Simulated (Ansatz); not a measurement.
# Te2Mo (P6_3/mmc): how G0W0 depends on its starting point

How much of the starting functional survives in the G0W0 gap of Te2Mo (P6_3/mmc)?

Method: G0W0 on several functionals, plane waves, PAW, in Ansatz 0.2.0.

In doubt: masses and optical values from hybrid runs of this build are listed as unsure (steps 3, 4), which bears on the screening that GW takes from such a start.

## Step 1: The structure

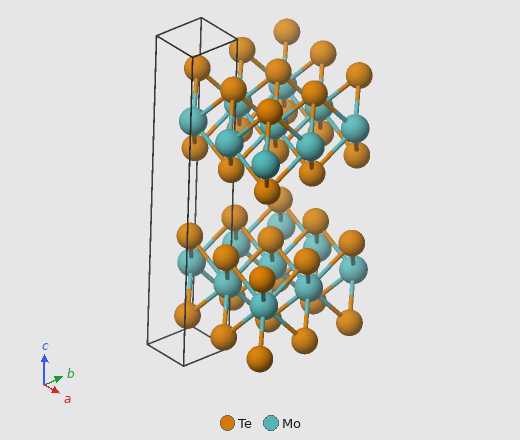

Start, viewed slightly off an axis; tellurium orange, molybdenum teal. 3×3×1 cells are drawn.

The cell and positions come from the Crystallography Open Database and are kept as given unless a step says otherwise. Spin-orbit coupling is left out unless a step names it. The default PAW set here is soft_2. Its files were made with PBE.

## Step 2: G0W0 on PBE

G0W0 replaces the xc potential by the self-energy, built once from these orbitals. Only a window of levels is corrected, while the sums run over the empty bands that the input names.

This step: G0W0 on PBE, plane waves, PAW.

The input, input.yaml:

```yaml
crystal:
  lattice:
    - [3.5182, 0.0, 0.0]
    - [-1.7591, 3.0468505756, 0.0]
    - [0.0, 0.0, 13.9736]
  atoms:
    - { symbol: Te, position: [0.3333333333, 0.6666666667, 0.621] }
    - { symbol: Te, position: [0.6666666667, 0.3333333333, 0.121] }
    - { symbol: Te, position: [0.3333333333, 0.6666666667, 0.879] }
    - { symbol: Te, position: [0.6666666667, 0.3333333333, 0.379] }
    - { symbol: Mo, position: [0.3333333333, 0.6666666667, 0.25] }
    - { symbol: Mo, position: [0.6666666667, 0.3333333333, 0.75] }
kpoints:
  mp_grid: { grid: [6, 6, 2] }
hamiltonian:
  xc: pbe
scf:
  occupations: { method: fixed }
gw:
  n_empty_bands: 962
  ecut_chi: 200.0
  qp_bands: [v2, c2]
  qp_kpoints: band_edges
  screening: { model: contour_deformation }
```

On the command line:

```sh
$ ansatz run input.yaml --threads 3 --pin off --max-ram 64512MiB --backend cuda --events-out ev --progress --plain --runs-dir out --devices 1 --max-vram 24GiB  # rebuilt from the run's record
```

Numbers of over 12 decimals in the logs are rounded to 6 here.

The log of the run:

```text
GPUs: using 1 of 1 available (devices: 1).
Engine: ansatz 0.2.0, x86_64-unknown-linux-gnu
Pseudopotentials: kind: paw
Pseudopotential: Te, paw, valence charge 16, recommended cutoff 420 eV (normal), Te.paw.azcp
Pseudopotential: Mo, paw, valence charge 14, recommended cutoff 420 eV (normal), Mo.paw.azcp
Functional definition: PBE
  parameter kappa = 0.804
  parameter beta = 0.066725
  exchange = pbe_x(kappa = kappa, mu = beta*pi^2/3)
  correlation = pbe_c(beta = beta)
device memory: the entry about to start is reckoned to put 2.7 GiB on a device that reports 69.4 GiB free (of which the cap on the GPU budget leaves the run 24.0 GiB)
GPU FFT provider: cuFFT
GPU libraries: cuBLAS 13.8.1, cuFFT 12.4.0, cuSOLVER 12.3.2
Crystal: 6 atoms, lattice volume = 149.789 Å³
Basis set: ecut = 420 eV, 2909 PW (Γ)
Bands: 56, of which v1, the nominal top of the filled ones, is band 46 counted from 1 (45 counted from 0)
Symmetry: 24 space group operations
Space group: P63/mmc (ITA 194), of the structure as read, at distance tolerance 5.3e-5 Å
k-points: 14 of 72
Non-local potential: Te, projectors of the file, l = 0: 2, l = 1: 2, l = 2: 2, l = 3: 2
Non-local potential: Mo, projectors of the file, l = 0: 3, l = 1: 2, l = 2: 2, l = 3: 1
PAW form: soft (Blöchl's): semilocal exchange-correlation on the pseudo side does not see the compensation charge
PAW one-centre angular grid: Te, 590 points (default); XC on 64 Gauss nodes
PAW one-centre angular grid: Mo, 590 points (default); XC on 64 Gauss nodes
Initial density: superposition of atomic densities (neutral atoms: chi_scale 0, normalization atom), corrected by the library's trained network
Initial wavefunctions: pseudopotential atomic-orbital guess
GPU buffer pool allocated for 55296 grid points (all kernels)
GPU transforms: local potential and band sums: pruned to the plane-wave sphere, on 24×24×96
Functional: x = pbe(κ = 0.804, μ = 0.219515), c = pbe(β = 0.066725)
SCF iter   1: F=—  HF=-37833.381216 eV  |F-HF|=—  |Δ(HF+E_count)|=         —  Δρ=4.19e-3  dr2=8.71e-3  ethr=1.77e-3  ⟨swp⟩=5.0  Hψ=2460  notcnv=0  defer=95
preconditioner: auto → Resta (q_TF=auto, 2.515 Å⁻¹)  ε∞=6.9  [insulator: Δε(μ)=0.830 eV  Ē_g=7.483 eV  n_scr=52 (ndim 8)  ℏωp=18.2 eV  f_vac=0.021  ε∞_Penn≈6.9]
SCF iter   2: F=—  HF=-37833.389481 eV  |F-HF|=—  |Δ(HF+E_count)|=   8.27e-3  Δρ=2.47e-3  dr2=2.99e-3  ethr=9.47e-6  ⟨swp⟩=2.4  Hψ=1199  notcnv=0  defer=112
SCF iter   3: F=—  HF=-37833.393603 eV  |F-HF|=—  |Δ(HF+E_count)|=   4.12e-3  Δρ=9.95e-4  dr2=2.69e-3  ethr=3.25e-6  ⟨swp⟩=2.0  Hψ=998  notcnv=0  defer=110
SCF iter   4: F=—  HF=-37833.393755 eV  |F-HF|=—  |Δ(HF+E_count)|=   1.53e-4  Δρ=1.22e-4  dr2=1.84e-5  ethr=2.92e-6  ⟨swp⟩=2.0  Hψ=916  notcnv=0  defer=110
SCF iter   5: F=—  HF=-37833.393789 eV  |F-HF|=—  |Δ(HF+E_count)|=   3.36e-5  Δρ=5.42e-5  dr2=4.65e-6  ethr=2.00e-8  ⟨swp⟩=2.1  Hψ=1035  notcnv=0  defer=73
SCF iter   6: F=—  HF=-37833.393799 eV  |F-HF|=—  |Δ(HF+E_count)|=   1.05e-5  Δρ=1.29e-5  dr2=2.91e-7  ethr=5.06e-9  ⟨swp⟩=2.0  Hψ=992  notcnv=0  defer=73
SCF iter   7: F=-37833.393800 eV  HF=-37833.393800 eV  |F-HF|=1.89e-8  |Δ(HF+E_count)|=   3.60e-7  Δρ=4.25e-6  dr2=3.42e-8  ethr=1.09e-10  ⟨swp⟩=10.9  Hψ=2886  notcnv=0
SCF 1 converged in 7 iterations: F = -37833.393800 eV  dr2 = 3.42e-8
  greatest PAW one-centre occupation: 0.998 electrons in one spin orbital (limit 2), on the Mo atom at site 5 (counted from 0), in its partial waves of l = 0
device memory: the entry about to start is reckoned to put 3.3 GiB (of the 3.4 GiB reckoned in all, the device holds 0.1 GiB already) on a device that reports 69.1 GiB free (of which the cap on the GPU budget leaves the run 24.0 GiB)
NSCF: frozen V_eff on 14 k-points
the band table was solved once the SCF had ended and its energy, with any forces and stress, was formed, with the checks that follow a solve (3063 applications of the Hamiltonian). They found nothing against the state; the energy, forces and stress were not computed again (output.eigenvalues in the input reference)
device memory: the entry about to start is reckoned to put 6.6 GiB on a device that reports 67.7 GiB free (of which the cap on the GPU budget leaves the run 24.0 GiB)
NSCF: frozen V_eff on 14 k-points
G₀W₀ screening: q 1/14
[... further progress lines ...]
SCF converged after 7 iterations
Free energy (F): -37833.393800 eV
Harris-Foulkes:  -37833.393800 eV  (|F-HF|=1.89e-8)
Internal energy: -37833.393800 eV  (E = F + TS)
E sigma→0 (E₀):  -37833.393800 eV
Fermi energy:    12.476785 eV
--- Per-component energies (eV) ---
  E_band       = -1144.069831
  E_kinetic    = 1609.785122
  E_local      = -7394.316016  (includes V_loc(G=0)·N_el)
  E_nonlocal   = -952.600477
  E_hartree    = 4140.452821
  E_xc         = -866.129895
  E_vxc        = -877.433077  (∫ρ·V_xc dr)
  E_paw        = -25053.963139  (= ΣΔE_a)
  E_vpaw       = -1810.415581  (= ΣTr[D̂ρ^β])
  E_aug_tail   = -0.000600  (compensation charges beyond the density's cutoff)
  E_ewald      = -9316.621616
  E_smearing   = -0.000000  (= −TS)
  E_closure    = 0.000000  (closes the sum)
  Σ components = -37833.393800   (vs F -37833.393800, Δ=0.00e0)
--- Band table (eV; the first three rows and the last of 14) ---
  k-point 0: bands = [... 42 lower, 11.4630, 11.4630, 12.1533, 12.4768, 15.3790, 15.3790, 15.5118, 15.5118, ... 6 higher]
  k-point 1: bands = [... 42 lower, 11.4454, 11.4454, 12.3955, 12.3955, 15.4167, 15.4167, 15.4167, 15.4167, ... 6 higher]
  k-point 2: bands = [... 42 lower, 11.2493, 11.4875, 12.0321, 12.1938, 14.2805, 14.5480, 14.5744, 14.8163, ... 6 higher]
  k-point 13: bands = [... 42 lower, 10.4828, 10.4828, 12.2673, 12.2673, 13.4563, 13.4563, 14.1035, 14.1035, ... 6 higher]
--- G₀W₀: contour deformation, 8 samples at zero and on the imaginary axis and 1 off it, 72 q-points, 962 empty bands' worth ---
  eigenvalues of the whole cell's RPA ε∞ on this k-mesh (on a slab, of 1 + 4πα/V) = 10.6509, 19.5214, 19.5214; static W/v taken at q = 0 is 0.054330
  bands read: the sum over 1008 bands ends inside a degenerate multiplet in 2 slots, whose members it reads at an even weight; the widest, k=1: bands 1007 to 1010 (counted from 1) at 2/4 each
  gw.qp_kpoints: band_edges: 13 of 14 stored k-points solved, in 1 pass; an edge of the gap read off the rows below is read off those points alone
    valence top: of the k-points left out ik 5 came nearest to being solved in a further pass, in band 46 (counted from 1, as in the quasiparticle table): it holds the edge there only if its correction is more favourable than any solved in that band by at least 0.763 eV; those differ by 0.474 eV
    conduction bottom: of the k-points left out ik 5 came nearest to being solved in a further pass, in band 47 (counted from 1, as in the quasiparticle table): it holds the edge there only if its correction is more favourable than any solved in that band by at least 0.462 eV; those differ by 0.291 eV
    ik  band        ε_KS         Σx   Σc(E_QP)       V_xc       Z   E_QP_lin       E_QP  E_QP is
     0    45     12.1533   -16.2237     0.9512   -14.7039  0.7655    11.5777    11.5848  root
     0    46     12.4768   -18.8277     0.1694   -18.5220  0.7211    12.3402    12.3405  root
     0    47     15.3790   -12.6210    -4.2317   -16.8236  0.7288    15.3499    15.3498  root
     0    48     15.3790   -12.6210    -4.2317   -16.8236  0.7288    15.3499    15.3498  root
     1    45     12.3955   -18.2145     0.3726   -17.6124  0.7307    12.1652    12.1660  root
     1    46     12.3955   -18.2145     0.3726   -17.6124  0.7307    12.1652    12.1660  root
     1    47     15.4167   -12.5953    -4.2582   -16.8153  0.7259    15.3785    15.3785  root
     1    48     15.4167   -12.5953    -4.2582   -16.8153  0.7259    15.3785    15.3785  root
     2    45     12.0321   -18.6367     0.4897   -17.9967  0.7191    11.8814    11.8818  root
     2    46     12.1938   -16.2987     0.8765   -14.8737  0.7660    11.6392    11.6453  root
     2    47     14.2805   -13.0711    -4.1615   -17.2426  0.7245    14.2904    14.2904  root
     2    48     14.5480   -13.5327    -4.2242   -17.8596  0.7388    14.6509    14.6507  root
     3    45     12.0781   -17.8981     0.6073   -17.0180  0.7336    11.8039    11.8053  root
     3    46     12.0781   -17.8981     0.6073   -17.0180  0.7336    11.8039    11.8053  root
     3    47     14.4364   -13.2857    -4.1982   -17.5145  0.7247    14.4670    14.4669  root
     3    48     14.4364   -13.2857    -4.1982   -17.5145  0.7247    14.4670    14.4669  root
     4    45     11.5764   -17.8902     1.0235   -16.5541  0.7290    11.2608    11.2638  root
     4    46     11.7222   -18.2412     0.8799   -17.0914  0.7284    11.4504    11.4523  root
     4    47     13.5958   -14.0358    -4.1512   -18.3238  0.7159    13.7330    13.7326  root
     4    48     13.9727   -14.3824    -4.0603   -18.5414  0.7143    14.0717    14.0714  root
     6    45     11.8745   -16.5397     0.9172   -15.1507  0.7535    11.3975    11.4028  root
     6    46     12.1636   -17.0046     0.7542   -15.8132  0.7548    11.7226    11.7264  root
     6    47     13.7445   -16.0700    -4.3182   -20.6409  0.6958    13.9989    13.9972  root
     6    48     13.8032   -15.8020    -4.3555   -20.3909  0.6970    14.0381    14.0366  root
[...]
12    45     12.1713   -17.8470     0.2171   -17.5288  0.7134    12.0701    12.0703  root
    12    46     12.4105   -18.5644     0.0341   -18.4557  0.7130    12.3358    12.3359  root
    12    47     13.4493   -15.3409    -4.1103   -19.6439  0.7039    13.6428    13.6420  root
    12    48     13.4493   -15.3409    -4.1103   -19.6439  0.7039    13.6428    13.6420  root
    13    45     12.2673   -18.0639     0.1234   -17.8507  0.7139    12.1775    12.1776  root
    13    46     12.2673   -18.0639     0.1234   -17.8507  0.7139    12.1775    12.1776  root
    13    47     13.4563   -15.3359    -4.1139   -19.6408  0.7041    13.6480    13.6472  root
    13    48     13.4563   -15.3359    -4.1139   -19.6408  0.7041    13.6480    13.6472  root
```

It took 64 s on 1 × NVIDIA H100 80GB HBM3 (shared by 3 runs) with 3 threads of AMD EPYC 7R13 (Zen 3), shared host; peak memory 4.2 GiB.

The column dr2 measures how far the density is from self-consistency, as an energy; F and HF (Harris–Foulkes) agree once it is small.

Numbers from this step:

* bands summed: 1008
* RPA ε∞ on this mesh (eigenvalues): 10.65, 19.52, 19.52
* plane waves in the screening matrix: 939
* q-points in the mesh: 72
* G0W0 gap on the mesh: 1.016 eV
* k of the valence top: 0, 0, 0
* k of the conduction bottom: 0.1667, 0.1667, 0
* starting gap on the mesh: 0.8260 eV
* Z at the valence top: 0.7211
* Z at the conduction bottom: 0.7348
* least direct G0W0 gap on the computed points: 1.306 eV

The gap on the mesh goes from 0.83 eV to 1.02 eV, a correction of +0.19 eV. Between the two edge states, bare exchange in place of the xc potential would open the gap by 4.04 eV, and correlation takes back 3.85 eV.

## Step 3: G0W0 on HSE06

The same correction from a different start measures what one shot leaves open.

This step: G0W0 on HSE06, plane waves, PAW.

input.yaml, as its differences from that of step 2:

```diff
@@ -15,3 +15,3 @@
 hamiltonian:
-  xc: pbe
+  xc: hse06
 scf:
```

The log of the run:

```text
GPUs: using 1 of 1 available (devices: 1).
[...]
davidson cushion auto → on  (no smearing: the cushion is to keep the highest requested band from converging to the state above it; pin scf.eigensolver.cushion to override)
[...]
GPU FFT provider: cuFFT
GPU libraries: cuBLAS 13.8.1, cuFFT 12.4.0, cuSOLVER 12.3.2
Crystal: 6 atoms, lattice volume = 149.789 Å³
Basis set: ecut = 420 eV, 2909 PW (Γ)
Bands: 56, of which v1, the nominal top of the filled ones, is band 46 counted from 1 (45 counted from 0)
[... 1 set-up line as in the run before ...]
[...]
k-points: 14 of 72
[...]
GPU buffer pool allocated for 55296 grid points (all kernels)
[...]
SCF iter   1: F=—  HF=-37833.387070 eV  |F-HF|=—  |Δ(HF+E_count)|=         —  Δρ=4.38e-3  dr2=1.33e-2  ethr=1.77e-3  ⟨swp⟩=8.1  Hψ=3260  notcnv=0
[...]
SCF iter   6: F=-37833.399605 eV  HF=-37833.399605 eV  |F-HF|=2.49e-7  |Δ(HF+E_count)|=   1.27e-5  Δρ=2.43e-5  dr2=7.54e-7  ethr=9.31e-8  ⟨swp⟩=3.2  Hψ=1869  notcnv=0
SCF 1 stopped early in 6 iterations: F = -37833.399605 eV  dr2 = 7.54e-7
[...]
GPU FFT provider: cuFFT
GPU libraries: cuBLAS 13.8.1, cuFFT 12.4.0, cuSOLVER 12.3.2
[...]
GPU buffer pool allocated for 55296 grid points (all kernels)
[...]
Free energy (F): -37855.111714 eV
Frozen-core exchange: fock
[...]
Internal energy: -37855.111714 eV  (E = F + TS)
E sigma→0 (E₀):  -37855.111714 eV
Fermi energy:    12.167304 eV
[...]
--- Band table (eV; the first three rows and the last of 14) ---
  k-point 0: bands = [... 42 lower, 11.0115, 11.0115, 11.7098, 12.1673, 15.6545, 15.6545, 15.7985, 15.7985]
  k-point 1: bands = [... 42 lower, 10.9905, 10.9905, 12.0515, 12.0515, 15.6949, 15.6949, 15.6949, 15.6949]
  k-point 2: bands = [... 42 lower, 10.7521, 11.0440, 11.6608, 11.7678, 14.4964, 14.7933, 14.8038, 15.0641]
  k-point 13: bands = [... 42 lower, 9.8599, 9.8599, 11.9607, 11.9607, 13.5775, 13.5775, 14.2826, 14.2826]
  guard bands above this table: 6 of the run's 56 bands. The solve was not asked for them (output.publish_guard_bands: true or output.eigenvalues: true publishes all)
[...]
0    45     11.7098   -16.2961     0.9254   -15.1167  0.7879    11.4549    11.4558  root
     0    46     12.1673   -18.7414     0.1895   -18.5354  0.7498    12.1507    12.1507  root
     0    47     15.6545   -12.4713    -4.1444   -16.4198  0.7586    15.4595    15.4586  root
     0    48     15.6545   -12.4713    -4.1444   -16.4198  0.7586    15.4595    15.4586  root
     1    45     12.0515   -18.1720     0.3778   -17.7331  0.7577    11.9903    11.9904  root
     1    46     12.0515   -18.1720     0.3778   -17.7331  0.7577    11.9903    11.9904  root
     1    47     15.6949   -12.4397    -4.1646   -16.3987  0.7559    15.4904    15.4893  root
     1    48     15.6949   -12.4397    -4.1646   -16.3987  0.7559    15.4904    15.4893  root
[...]
13    45     11.9607   -17.9476     0.1085   -17.8583  0.7433    11.9800    11.9800  root
    13    46     11.9607   -17.9476     0.1085   -17.8583  0.7433    11.9800    11.9800  root
    13    47     13.5775   -15.1061    -4.0113   -19.1197  0.7345    13.5798    13.5798  root
    13    48     13.5775   -15.1061    -4.0113   -19.1197  0.7345    13.5798    13.5798  root
```

Wall time 3 min (1 × NVIDIA H100 80GB HBM3 (shared by 3 runs) with 3 threads); peak memory 4.3 GiB.

Numbers from this step:

| Property | Result |
| --- | --- |
| bands summed | 1008 |
| RPA ε∞ on this mesh (eigenvalues) | 8.235, 14.97, 14.97 |
| plane waves in the screening matrix | 939 |
| q-points in the mesh | 72 |
| G0W0 gap on the mesh | 1.187 eV |
| k of the valence top | 0, 0, 0 |
| k of the conduction bottom | 0.1667, 0.1667, 0 |
| starting gap on the mesh | 1.238 eV |
| Z at the valence top | 0.7498 |
| Z at the conduction bottom | 0.7620 |
| least direct G0W0 gap on the computed points | 1.439 eV |

Against the run with 6×6×2 mesh, 962 empty bands, screening to 200 eV on PBE, the gap moves by +0.17 eV, while the start moved by +0.41 eV.

## Step 4: G0W0 on PBE0

This step: G0W0 on PBE0, plane waves, PAW.

input.yaml, as its differences from that of step 3:

```diff
@@ -15,3 +15,3 @@
 hamiltonian:
-  xc: hse06
+  xc: pbe0
 scf:
```

The log of the run:

```text
GPUs: using 1 of 1 available (devices: 1).
[...]
GPU FFT provider: cuFFT
GPU libraries: cuBLAS 13.8.1, cuFFT 12.4.0, cuSOLVER 12.3.2
Crystal: 6 atoms, lattice volume = 149.789 Å³
Basis set: ecut = 420 eV, 2909 PW (Γ)
Bands: 56, of which v1, the nominal top of the filled ones, is band 46 counted from 1 (45 counted from 0)
[... 1 set-up line as in the run before ...]
[...]
k-points: 14 of 72
[...]
1    47     16.0533   -12.4270    -4.0728   -16.0331  0.7797    15.5898    15.5866  root
     1    48     16.0533   -12.4270    -4.0728   -16.0331  0.7797    15.5898    15.5866  root
[...]
13    45     11.6333   -17.9533     0.0770   -18.1670  0.7657    11.9233    11.9239  root
    13    46     11.6333   -17.9533     0.0770   -18.1670  0.7657    11.9233    11.9239  root
    13    47     13.9057   -15.0711    -3.9413   -18.7536  0.7573    13.6476    13.6469  root
    13    48     13.9057   -15.0711    -3.9413   -18.7536  0.7573    13.6476    13.6469  root
[key lines of the parts left out:]
Free energy (F): -37850.914717 eV
Fermi energy:    11.839388 eV
```

It took 3 min on 1 × NVIDIA H100 80GB HBM3 (shared by 3 runs) with 3 threads; peak memory 4.7 GiB; 4.3 min of CPU time.

Numbers from this step:

```yaml
bands_summed: 1008
rpa_eps_infinity_on_this_mesh_eigenvalues: 7.174, 12.42, 12.42
plane_waves_in_the_screening_matrix: 939
g0w0_gap_on_the_mesh: 1.308 eV
k_of_the_valence_top: 0, 0, 0
k_of_the_conduction_bottom: 0.1667, 0.1667, 0
starting_gap_on_the_mesh: 1.883 eV
least_direct_g0w0_gap_on_the_computed_points: 1.560 eV
```

Against the run with 6×6×2 mesh, 962 empty bands, screening to 200 eV on HSE06, the gap moves by +0.12 eV, while the start moved by +0.64 eV.

## Step 5: The starts together

All on the 6×6×2 mesh with 962 empty bands and screening to 200 eV. Times are wall times on 1 × NVIDIA H100 80GB HBM3 (shared by 3 runs) with 3 threads of AMD EPYC 7R13 (Zen 3), shared host, good to a factor of about two.

```tsv
start	starting gap (eV)	shift (eV)	G0W0 gap (eV)	RPA ε∞ (harmonic mean)	Z (valence, conduction)	time
PBE	0.83	+0.19	1.02	15.28	0.72, 0.73	64 s
HSE06	1.24	−0.05	1.19	11.76	0.75, 0.76	3 min
PBE0	1.88	−0.58	1.31	9.99	0.77, 0.78	3 min
```

The parts of the quasiparticle energy at the two band edges (eV; QP = start + Σx + Σc − Vxc):

```tsv
run	edge	start	Σx	Σc	Vxc	Z	QP
PBE	valence top	12.48	-18.83	0.17	-18.52	0.72	12.34
PBE	conduction bottom	13.30	-13.10	-3.68	-16.84	0.73	13.36
HSE06	valence top	12.17	-18.74	0.19	-18.54	0.75	12.15
HSE06	conduction bottom	13.41	-12.80	-3.66	-16.39	0.76	13.34
PBE0	valence top	11.84	-18.74	0.16	-18.84	0.77	12.09
PBE0	conduction bottom	13.72	-12.75	-3.60	-16.03	0.78	13.40
```

For a hybrid start, Vxc holds its share of exact exchange.

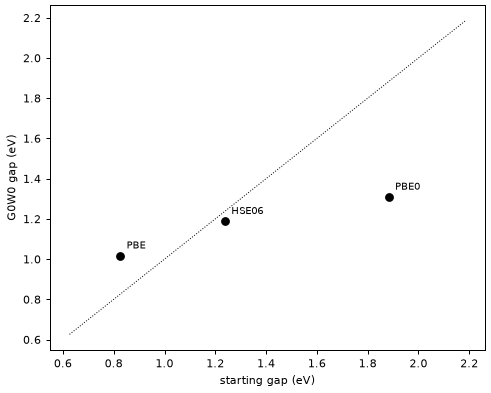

G0W0 gap against starting gap; on the dotted line the correction would vanish.

## Step 6: What came out

```yaml
g0w0_pbe: 1.02 eV (start 0.83 eV)
g0w0_hse06: 1.19 eV (start 1.24 eV)
g0w0_pbe0: 1.31 eV (start 1.88 eV)
known_limits: not at the basis limit; no spin-orbit coupling; coarse k mesh
```

What this shows: The starting gaps span 1.06 eV and the G0W0 gaps 0.29 eV. Between PBE and PBE0, 0.29 eV of the 1.06 eV survives, 28 %. PBE0 screens less than PBE (ε∞ 9.99 against 15.28). Of the 0.29 eV by which its G0W0 gap is higher, the correlation part gives +0.10 eV, and exchange with the one-particle terms, which follow the orbitals, +0.20 eV. On PBE0 the correction is negative: that start lies above its own G0W0 value. The smallest correction, −0.05 eV, is on HSE06, the start nearest to reproducing itself. Bands and cutoff are finite, so the gap is not at the basis limit. The miss can reach some tenths of an eV and take either sign; the mesh is an error of its own. The 6×6×2 mesh is coarse for this cell (its supercell is 21 Å along the shortest edge). The RPA ε∞ on it, from the PBE start, is 10.65 and 19.52; such meshes misread the long-range screening, most where the gap is narrow. The program warns that the mesh is coarse for exact exchange, which bears on the hybrid start's gap. The many-body steps are scalar-relativistic: spin-orbit coupling is not in them.

[Paths, hosts, dates, memory and timing lines, banners, echoed tables and standing remarks are left out of the program output.]

[Logs are printed without paths, hosts, clocks, repeated set-up lines and the standing remarks that a program may print on its own settings, such as how far it seeks lower states.]

[Runs of the session that timed out or met a known fault of the program may be left out.]

[Cells called generated may have been cut or substituted from an entry of the Crystallography Open Database or the Materials Project.]

[Hosts, paths, dates, database ids (printed as entryN), source tags and the programs' standing remarks are cut or masked in the printed files.]
